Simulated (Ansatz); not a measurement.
# ZrB: relaxation, part 2 of 2

Aim: relax ZrB.

Ansatz 0.2.0; DFT PBE, scalar-relativistic, plane waves, PAW.

### 4 Relaxing cell and atoms

input.yaml

```yaml
crystal:
  lattice:
    - [0.0, 2.4515843387, 2.4515843387]
    - [2.4515843387, 0.0, 2.4515843387]
    - [2.4515843387, 2.4515843387, 0.0]
  atoms:
    - { symbol: Zr, position: [0.0, 0.0, 0.0] }
    - { symbol: B, position: [0.5, 0.5, 0.5] }
basis:
  ecutwfc: 420
kpoints:
  mp_grid: { grid: [14, 14, 14] }
hamiltonian:
  xc: pbe
scf:
  occupations: { method: gaussian, width: 0.1 }
output:
  forces: true
  stress: true
  eigenvalues: true
  write_density: true
  write_potential: true
  elf: true
  volumetric_format: npy
relax:
  adjacent_minimum: "off"
  f_tol: 0.005
  max_steps: 80
  cell: { stress_tol: 0.05 }
```

Command:

```console
ansatz run input.yaml --threads 1 --pin off --max-ram 3072MiB --backend cpu --events-out ev --progress --plain --runs-dir out
```

Log (excerpt; [...] marks lines left out):

```text
Warning: RAYON_NUM_THREADS=1 ignored (pool sized by the plan → 1); use --threads N
[...]
Pseudopotentials: kind: paw
Pseudopotential: Zr, paw, valence charge 12, recommended cutoff 420 eV (normal), Zr.paw.azcp
Pseudopotential: B, paw, valence charge 3, recommended cutoff 420 eV (normal), B.paw.azcp
Functional definition: PBE
[...]
Crystal: 2 atoms, lattice volume = 29.469 Å³
Basis set: ecut = 420 eV, 561 PW (Γ), exchange–correlation on 48×48×48 points (8 copies of the dense FFT grid, shifted against one another)
Bands: 12, of which v1, the nominal top of the filled ones, is band 8 counted from 1 (7 counted from 0)
Symmetry: 48 space group operations
Space group: Fm-3m (ITA 225), of the structure as read, at distance tolerance 3.1e-5 Å
k-points: 104 of 2744
[...]
SCF iter   1: F=—  HF=-4340.537526 eV  |F-HF|=—  |Δ(HF+E_count)|=         —  Δρ=2.82e-3  dr2=3.51e-3  ethr=1.77e-3  ⟨swp⟩=4.9  Hψ=6236  notcnv=0
[...]
--- Stress (GPa, compression-positive) ---
        0.000418      -0.000000      -0.000000
       -0.000000       0.000418      -0.000000
       -0.000000      -0.000000       0.000418
  P = ⅓ Tr σ = 0.0004 GPa (0.004 kbar)
--- Band table (eV; the first three rows and the last of 104) ---
  k-point 0: bands = ["-35.3102", "-13.1387", "-13.1387", "-13.1387", "4.1295", "13.9108", "13.9108", "13.9108", "15.3035", "15.3035", "15.5952", "15.5952"]
[...]
--- Relaxed structure (3 steps of the walk, 2 accepted, 1 SCFs on fresh bases) ---
  F+E_penalty+E_count = -4340.53631762 eV   max|allowed force component| = 1.265e-30 eV/Å   (the final SCF, on the basis selected at the relaxed cell)
  cell:  # Å, volume = 29.4862 Å³
    - [-8.152595252632945e-34, 2.452050529577993, 2.452050529577993]
    - [2.452050529577993, -2.038148813158237e-34, 2.452050529577993]
    - [2.452050529577993, 2.452050529577993, 1.0190744065791178e-33]
  atoms:
    - { symbol: Zr, position: [2.064148655990334e-48, -1.9827456104019827e-48, -2.2967287862427663e-48] }
    - { symbol: B, position: [0.5, 0.5, 0.5] }
```

Run time: 6.4 s. Hardware: 1 thread of INTEL XEON PLATINUM 8581C at 2.10GHz (Emerald Rapids), shared host; peak memory 0.42 GiB.

The steps of the relaxation:

```csv
step,E - E(step 1) (eV/cell),largest force component (eV/Å),pressure (GPa),volume (Å³)
1,0.0000,0.0000,0.09,29.47
2,0.0000,0.0000,-0.10,29.50
3,0.0000,0.0000,0.00,29.49
4,0.0000,0.0000,0.00,29.49
```

Step 1 is the start. Step 4 repeats the geometry before it on a plane-wave basis chosen anew for that cell, so its energy need not be comparable with the rows above. Step 2 was tried and not accepted.

Lengths and angles in the start's conventional setting:

|  | before | after | change |
| --- | --- | --- | --- |
| a (Å) | 4.903 | 4.904 | 0.0 % |
| b (Å) | 4.903 | 4.904 | 0.0 % |
| c (Å) | 4.903 | 4.904 | 0.0 % |
| volume (Å³/atom) | 14.73 | 14.74 | +0.1 % |
| shortest distance (Å) | 2.452 | 2.452 | 0.0 % |
| space group (0.01 Å) | Fm-3m | Fm-3m | same |

Forces and stress were held to the start's 48 operations: a distortion of lower symmetry was not tested.

Axes a, b and c in the maps are those of this run's conventional cell (a, b, c = 4.904, 4.904, 4.904 Å).

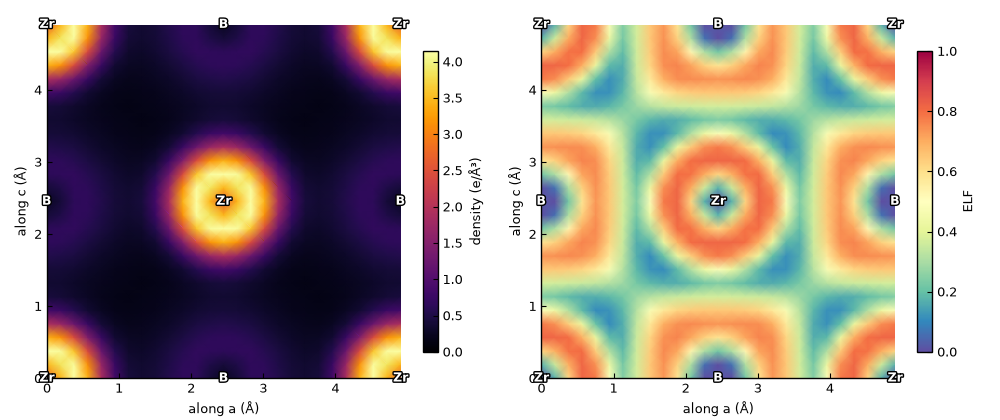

Density (left) and ELF (right) in a lattice plane of the grid's cell (edges 4.90 and 4.90 Å, at 0.000 of the third edge), which holds Zr and B. Only atoms in the plane are labelled. Both are smooth fields of the valence electrons: close to the nuclei they are not physical.

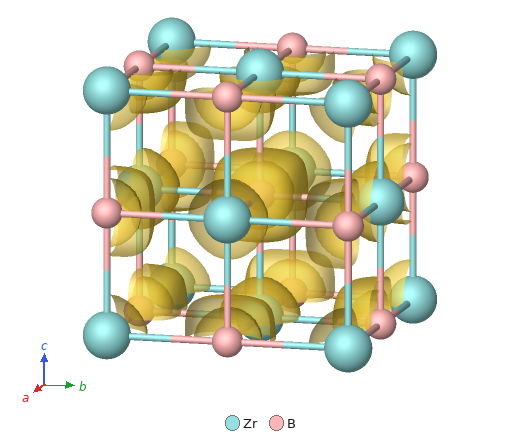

Surface of ELF = 0.71, drawn in one cell.

The highest ELF values outside the cores: 0.77 beside B, off the lines to its neighbours, 0.9 Å from B.

### 5 Summary of results

What follows sums up all 2 parts. Changes of volume or cell count from the first structure of part 1.

| quantity | value |
| --- | --- |
| relaxed cell (conventional) | a = 4.904 Å, b = 4.904 Å, c = 4.904 Å, α = 90.00°, β = 90.00°, γ = 90.00° |
| space group (0.01 Å) | Fm-3m (No. 225) |
| volume | 14.74 Å³/atom |
| formation energy (elements from runs with the same settings, not shown) | -0.39 eV/atom |
| gap on the mesh | none (metal) |

Relaxation raised the volume by 17.3 %. A change this large, from a start under high stress, points beyond the functional: the entry may be disordered, lack atoms or hold sites in another order than in this ordered cell, or the electronic state differs.
